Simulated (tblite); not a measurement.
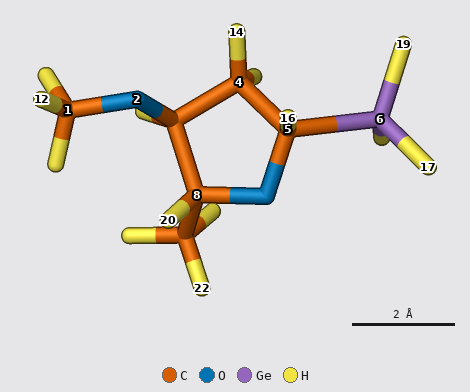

**Figure 1.** The input geometry (stick view, seen at a tilt; atoms are numbered from 1 in the order of the input). Sticks mark near contacts.

# C$_{6}$H$_{14}$GeO$_{2}$: geometry relaxation

- system: C$_{6}$H$_{14}$GeO$_{2}$, SMILES CO[C@H]1C[C@H]([GeH3])O[C@@H]1C
- method: GFN2-xTB geometry optimisation, gas phase (tblite 0.8.0)

Input
```
{"job": {"xc": "GFN2-xTB", "basis": "xTB", "kind": "relax"}, "charge": 0, "multiplicity": 1}
C     -2.774700     1.374500     0.060200
O     -1.405600     1.449300     0.324900
C     -0.695600     0.462700    -0.416400
C      0.717800     0.918500    -0.614900
C      1.422100     0.282600     0.584600
Ge     3.290600    -0.085000     0.172000
O      0.765100    -0.909900     0.902700
C     -0.543200    -0.824300     0.399200
C     -0.826100    -2.068900    -0.458300
H     -2.998300     1.706100    -0.975500
H     -3.190000     0.352500     0.229700
H     -3.318100     2.064500     0.749600
H     -1.165000     0.300700    -1.418000
H      0.828000     2.017500    -0.613400
H      1.108400     0.506400    -1.560300
H      1.376900     0.973400     1.462500
H      3.976100    -0.707600     1.422000
H      3.376700    -1.079800    -1.015200
H      4.009700     1.242200    -0.193300
H     -1.255000    -0.833800     1.256800
H     -0.132000    -2.103300    -1.315100
H     -0.704300    -2.980500     0.154700
H     -1.868200    -2.030800    -0.827500
```

The first line tells a small driver script what to run in tblite; the rest is the geometry in Å.

Launched with:
```bash
OMP_NUM_THREADS=1 python <driver script> task.json out
```

Output
```
step      E/eV     max force
  0    -817.01511    1.526
  1    -817.14878    0.673
  2    -817.20773    0.427
  3    -817.22677    0.338
  4    -817.24224    0.254
  5    -817.25058    0.255
  6    -817.25909    0.210
  7    -817.26571    0.188
  8    -817.27136    0.164
  9    -817.27579    0.195
 10    -817.27991    0.179
 11    -817.28384    0.129
 12    -817.28722    0.113
 13    -817.28959    0.127
 14    -817.29133    0.105
 15    -817.29294    0.079
 16    -817.29458    0.090
 17    -817.29615    0.099
 18    -817.29752    0.095
 19    -817.29872    0.088
 20    -817.29992    0.089
 21    -817.30125    0.111
 22    -817.30285    0.116
 23    -817.30470    0.102
 24    -817.30669    0.112
 25    -817.30862    0.094
 26    -817.31019    0.075
 27    -817.31129    0.076
 28    -817.31219    0.075
 29    -817.31319    0.090
 30    -817.31443    0.097
 31    -817.31575    0.080
 32    -817.31679    0.057
 33    -817.31751    0.051
 34    -817.31816    0.049
 35    -817.31895    0.064
 36    -817.31982    0.064
 37    -817.32060    0.058
 38    -817.32129    0.049
 39    -817.32212    0.063
 40    -817.32317    0.075
 41    -817.32425    0.072
 42    -817.32518    0.058
 43    -817.32605    0.068
 44    -817.32707    0.087
 45    -817.32832    0.090
 46    -817.32950    0.067
 47    -817.33034    0.057
 48    -817.33100    0.053
 49    -817.33165    0.046
 50    -817.33221    0.047
 51    -817.33265    0.052
 52    -817.33302    0.047
 53    -817.33340    0.059
 54    -817.33378    0.070
 55    -817.33423    0.069
 56    -817.33472    0.052
 57    -817.33512    0.041
 58    -817.33544    0.039
 59    -817.33544    0.039
 60    -817.33560    0.029
 61    -817.33589    0.031
 62    -817.33598    0.032
 63    -817.33625    0.033
 64    -817.33640    0.025
 65    -817.33657    0.028
 66    -817.33674    0.030
 67    -817.33692    0.028
 68    -817.33709    0.025
 69    -817.33722    0.023
 70    -817.33735    0.026
 71    -817.33750    0.028
 72    -817.33764    0.024
 73    -817.33777    0.025
 74    -817.33789    0.022
 75    -817.33800    0.024
 76    -817.33812    0.020
 77    -817.33823    0.026
 78    -817.33832    0.025
 79    -817.33842    0.023
 80    -817.33854    0.025
 81    -817.33867    0.030
 82    -817.33879    0.028
 83    -817.33889    0.020
 84    -817.33898    0.018
 85    -817.33907    0.024
 86    -817.33918    0.025
 87    -817.33929    0.024
 88    -817.33939    0.023
 89    -817.33950    0.028
 90    -817.33965    0.044
 91    -817.33982    0.044
 92    -817.33998    0.026
 93    -817.34012    0.030
 94    -817.34024    0.023
 95    -817.34036    0.030
 96    -817.34047    0.024
 97    -817.34058    0.029
 98    -817.34068    0.029
 99    -817.34079    0.023
100    -817.34088    0.021
101    -817.34096    0.019
102    -817.34105    0.024
103    -817.34115    0.032
104    -817.34127    0.031
105    -817.34139    0.022
106    -817.34150    0.021
107    -817.34162    0.022
108    -817.34173    0.025
109    -817.34182    0.022
110    -817.34189    0.020
111    -817.34197    0.023
112    -817.34207    0.025
113    -817.34218    0.023
114    -817.34228    0.021
115    -817.34235    0.017
116    -817.34242    0.023
117    -817.34248    0.022
118    -817.34253    0.014
119    -817.34258    0.015
120    -817.34262    0.015
121    -817.34266    0.017
122    -817.34271    0.017
123    -817.34276    0.015
124    -817.34281    0.013
125    -817.34286    0.013
126    -817.34290    0.018
127    -817.34295    0.022
128    -817.34302    0.030
129    -817.34313    0.030
130    -817.34323    0.022
131    -817.34334    0.024
132    -817.34346    0.028
133    -817.34357    0.033
134    -817.34366    0.025
135    -817.34374    0.020
136    -817.34380    0.022
137    -817.34386    0.028
138    -817.34393    0.030
139    -817.34398    0.017
140    -817.34402    0.013
141    -817.34404    0.012
142    -817.34406    0.014
143    -817.34408    0.010
144    -817.34411    0.011
145    -817.34413    0.011
146    -817.34416    0.018
147    -817.34419    0.018
148    -817.34422    0.010
149    -817.34424    0.009
150    -817.34426    0.011
151    -817.34428    0.015
152    -817.34431    0.013
153    -817.34433    0.010
154    -817.34435    0.011
155    -817.34437    0.013
156    -817.34439    0.012
157    -817.34441    0.009
158    -817.34442    0.008
159    -817.34443    0.007
160    -817.34444    0.008
161    -817.34445    0.005
162    -817.34445    0.005
163    -817.34446    0.005
164    -817.34446    0.010
165    -817.34447    0.011
166    -817.34449    0.009
167    -817.34450    0.007
168    -817.34451    0.007
169    -817.34452    0.009
170    -817.34454    0.010
171    -817.34457    0.010
172    -817.34459    0.010
173    -817.34461    0.009
174    -817.34463    0.010
175    -817.34465    0.009
176    -817.34467    0.010
177    -817.34468    0.008
178    -817.34470    0.009
179    -817.34471    0.011
180    -817.34472    0.008
181    -817.34473    0.005
182    -817.34473    0.005
183    -817.34473    0.004
184    -817.34474    0.004
```

Trajectory as extended XYZ (Å, eV, eV/Å), 5 of the 12 frames kept, from step=0 to step=184
```
23
Properties=species:S:1:pos:R:3:forces:R:3 step=0 energy=-817.01511
C    -2.7747    1.3745    0.0602   -1.0390   0.3320   0.3660
O    -1.4056    1.4493    0.3249   -0.2090  -0.2640  -0.4170
C    -0.6956    0.4627   -0.4164   -0.5400   0.4070  -0.2170
C     0.7178    0.9185   -0.6149    0.8990   0.3210   0.0170
C     1.4221    0.2826    0.5846    0.5710   1.1110   0.3900
Ge    3.2906   -0.0850    0.1720    0.9770  -0.4150   0.1120
O     0.7651   -0.9099    0.9027    0.0060   0.0520  -0.2750
C    -0.5432   -0.8243    0.3992   -0.9490  -1.1950  -0.0130
C    -0.8261   -2.0689   -0.4583   -0.3050  -0.2700  -0.0730
H    -2.9983    1.7061   -0.9755    0.0670  -0.2730   0.2980
H    -3.1900    0.3525    0.2297    0.2780   0.4970  -0.1800
H    -3.3181    2.0645    0.7496    0.5640  -0.4030  -0.3690
H    -1.1650    0.3007   -1.4180   -0.0870  -0.0070   0.6800
H     0.8280    2.0175   -0.6134   -0.1230  -0.5200  -0.0410
H     1.1084    0.5064   -1.5603   -0.0430   0.1590   0.2690
H     1.3769    0.9734    1.4625   -0.2070  -0.1790  -0.3780
H     3.9761   -0.7076    1.4220   -0.1780   0.2790  -0.6920
H     3.3767   -1.0798   -1.0152    0.0450   0.4530   0.5140
H     4.0097    1.2422   -0.1933   -0.2100  -0.6280   0.1250
H    -1.2550   -0.8338    1.2568    0.2250   0.1810  -0.2860
H    -0.1320   -2.1033   -1.3151   -0.3220  -0.0370   0.4270
H    -0.7043   -2.9805    0.1547    0.0210   0.4840  -0.3860
H    -1.8682   -2.0308   -0.8275    0.5600  -0.0860   0.1300
23
Properties=species:S:1:pos:R:3:forces:R:3 step=50 energy=-817.33221
C    -2.8218    1.3107    0.1336    0.0050  -0.0110  -0.0080
O    -1.4288    1.4737    0.2050   -0.0100   0.0220  -0.0030
C    -0.6928    0.5017   -0.5087   -0.0140   0.0070   0.0040
C     0.7408    1.0125   -0.6953    0.0110   0.0030   0.0000
C     1.4623    0.3687    0.4803    0.0100   0.0150   0.0290
Ge    3.3690   -0.0994    0.2879    0.0140  -0.0180   0.0260
O     0.8650   -0.9105    0.6124    0.0360  -0.0200  -0.0030
C    -0.5133   -0.8147    0.2934    0.0130  -0.0290   0.0170
C    -0.9202   -2.0691   -0.4676   -0.0080  -0.0130  -0.0090
H    -3.1673    1.3613   -0.9073   -0.0130  -0.0060   0.0100
H    -3.1472    0.3567    0.5651    0.0060   0.0090   0.0060
H    -3.2603    2.1308    0.7008    0.0370  -0.0250  -0.0150
H    -1.1886    0.3068   -1.4699    0.0080   0.0010  -0.0360
H     0.7737    2.0984   -0.6638   -0.0010   0.0150  -0.0020
H     1.1427    0.6576   -1.6445    0.0130  -0.0300  -0.0070
H     1.2660    0.9643    1.3821   -0.0280   0.0140   0.0350
H     3.8410   -0.7985    1.5184   -0.0220  -0.0040  -0.0210
H     3.5237   -1.0320   -0.8648   -0.0040   0.0110  -0.0250
H     4.2651    1.0817    0.0772   -0.0040   0.0230  -0.0180
H    -1.0856   -0.7321    1.2307   -0.0270  -0.0040   0.0080
H    -0.3811   -2.1183   -1.4108    0.0010   0.0090  -0.0070
H    -0.6582   -2.9446    0.1206   -0.0080   0.0030   0.0080
H    -1.9889   -2.0789   -0.6637   -0.0140   0.0280   0.0100
23
Properties=species:S:1:pos:R:3:forces:R:3 step=100 energy=-817.34088
C    -2.8076    1.2762    0.1221   -0.0020  -0.0030   0.0000
O    -1.4205    1.4919    0.1357   -0.0030  -0.0060   0.0080
C    -0.6701    0.5020   -0.5349    0.0020  -0.0020   0.0070
C     0.7695    1.0056   -0.6829    0.0030   0.0040  -0.0080
C     1.4643    0.3487    0.5029   -0.0090   0.0010   0.0000
Ge    3.3776   -0.0791    0.2865   -0.0140   0.0010   0.0110
O     0.8614   -0.9309    0.5999    0.0040  -0.0060  -0.0110
C    -0.5179   -0.8043    0.2930    0.0050  -0.0070  -0.0020
C    -0.9769   -2.0555   -0.4424   -0.0030   0.0020   0.0060
H    -3.1883    1.2269   -0.9062    0.0010  -0.0030   0.0030
H    -3.0856    0.3536    0.6447   -0.0060  -0.0020  -0.0060
H    -3.2540    2.1261    0.6348    0.0040   0.0010  -0.0100
H    -1.1345    0.2913   -1.5105    0.0030   0.0080   0.0090
H     0.8077    2.0913   -0.6479   -0.0010   0.0090   0.0000
H     1.1927    0.6475   -1.6221    0.0100   0.0000  -0.0120
H     1.2460    0.9298    1.4102    0.0070   0.0020   0.0050
H     3.8698   -0.8981    1.4303   -0.0170  -0.0040  -0.0090
H     3.5495   -0.8645   -0.9700   -0.0020  -0.0100  -0.0030
H     4.2347    1.1446    0.1939    0.0140   0.0150   0.0030
H    -1.0789   -0.6855    1.2345    0.0070  -0.0050  -0.0070
H    -0.4276   -2.1534   -1.3764   -0.0060  -0.0040   0.0140
H    -0.7742   -2.9295    0.1709    0.0010   0.0000  -0.0090
H    -2.0420   -2.0078   -0.6549    0.0030   0.0080   0.0110
23
Properties=species:S:1:pos:R:3:forces:R:3 step=133 energy=-817.34357
C    -2.8196    1.2446    0.0866   -0.0020  -0.0040  -0.0020
O    -1.4370    1.4864    0.1112    0.0000   0.0000   0.0020
C    -0.6588    0.5067   -0.5417    0.0070   0.0010   0.0050
C     0.7745    1.0370   -0.6714    0.0150  -0.0010   0.0070
C     1.4817    0.3472    0.4896    0.0100   0.0030  -0.0030
Ge    3.3959   -0.0780    0.2704   -0.0230  -0.0070   0.0230
O     0.8903   -0.9399    0.5444    0.0020   0.0060  -0.0010
C    -0.4970   -0.7946    0.2950   -0.0020   0.0030   0.0040
C    -1.0146   -2.0475   -0.3944    0.0020   0.0000  -0.0010
H    -3.1836    1.1419   -0.9434    0.0000  -0.0050  -0.0070
H    -3.0898    0.3427    0.6473   -0.0030  -0.0100  -0.0040
H    -3.2893    2.1093    0.5516    0.0050   0.0010   0.0010
H    -1.1017    0.2842   -1.5245   -0.0080  -0.0010   0.0090
H     0.7927    2.1213   -0.5939    0.0050  -0.0030  -0.0050
H     1.2031    0.7233   -1.6241    0.0080   0.0040   0.0040
H     1.2586    0.8957    1.4168    0.0180  -0.0100  -0.0070
H     3.8339   -1.0182    1.3406   -0.0120   0.0120  -0.0030
H     3.5908   -0.7508   -1.0465   -0.0040   0.0040  -0.0180
H     4.2784    1.1310    0.3219    0.0000   0.0010  -0.0060
H    -1.0129   -0.6471    1.2582   -0.0130   0.0080   0.0030
H    -0.4983   -2.1850   -1.3415   -0.0070   0.0060  -0.0060
H    -0.8181   -2.9137    0.2318   -0.0040   0.0010   0.0020
H    -2.0840   -1.9696   -0.5729    0.0040  -0.0070   0.0000
23
Properties=species:S:1:pos:R:3:forces:R:3 step=184 energy=-817.34474
C    -2.8337    1.2229    0.0400   -0.0010  -0.0010   0.0000
O    -1.4559    1.4847    0.1024   -0.0020  -0.0010   0.0010
C    -0.6499    0.5139   -0.5292    0.0010   0.0020  -0.0010
C     0.7798    1.0602   -0.6370    0.0030   0.0010   0.0010
C     1.4952    0.3476    0.5051    0.0010   0.0000   0.0000
Ge    3.3992   -0.0927    0.2434   -0.0010   0.0000  -0.0020
O     0.8970   -0.9371    0.5501   -0.0010   0.0010  -0.0010
C    -0.4911   -0.7825    0.3148    0.0000   0.0020  -0.0010
C    -1.0244   -2.0365   -0.3607    0.0000   0.0000   0.0010
H    -3.1679    1.1179   -1.0002    0.0010  -0.0010   0.0010
H    -3.1057    0.3146    0.5899    0.0010   0.0000  -0.0010
H    -3.3279    2.0793    0.4948    0.0010  -0.0020   0.0000
H    -1.0713    0.2807   -1.5190   -0.0020   0.0010  -0.0010
H     0.7860    2.1423   -0.5304    0.0030   0.0010   0.0020
H     1.2158    0.7800   -1.5968   -0.0030   0.0000  -0.0020
H     1.2932    0.8817    1.4447    0.0000   0.0000  -0.0010
H     3.8335   -1.0795    1.2704    0.0020   0.0000   0.0020
H     3.5617   -0.7119   -1.1051   -0.0010  -0.0010   0.0010
H     4.3018    1.1001    0.3249   -0.0010   0.0000   0.0000
H    -0.9979   -0.6217    1.2812   -0.0010   0.0000   0.0000
H    -0.5348   -2.1721   -1.3222    0.0000  -0.0010  -0.0010
H    -0.8089   -2.9019    0.2601    0.0000  -0.0010   0.0030
H    -2.0984   -1.9628   -0.5101   -0.0010   0.0000  -0.0010
```

Summary

```json
{"quantity": "outcome", "value": "converged"}
{"quantity": "total energy", "value": "−817.3447 eV"}
{"quantity": "hardware", "value": "1 CPU thread, shared host"}
{"quantity": "wall time", "value": "3.4 s"}
{"quantity": "peak memory", "value": "0.2 GiB"}
```
